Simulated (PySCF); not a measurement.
Ge(I)3(OH), HGeI3O, SMILES [OH][Ge]([I])([I])[I] at its PBE0/def2-SVP optimised geometry (Å):

```
6

O     -1.2377    -1.9934    -1.4924
Ge    -0.7861    -1.1702     0.0000
I     -1.7027    -2.4171     1.9822
I      1.7062    -1.1702     0.0000
I     -1.7062     1.1702     0.0000
H     -2.1954    -2.0574    -1.6066
```

Calculation: PBE0/def2-TZVP, def2 effective core potentials past Kr (PySCF). The core electrons that the potentials of I replace are not part of the density. Cells within 0.4 Å of a nucleus heavier than hydrogen are left out (blank, or x).

Map of the deformation density (molecule minus spherical neutral atoms) (e/bohr³) on the plane z = 0.0 Å:

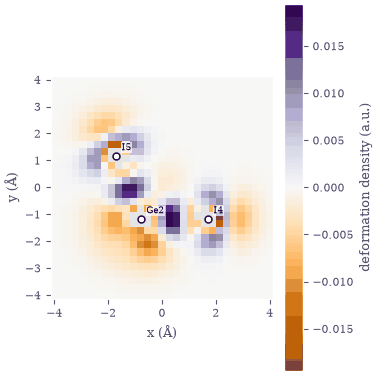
Figure: Deformation density (molecule minus spherical neutral atoms) (e/bohr³) on the plane z = 0.0 Å.
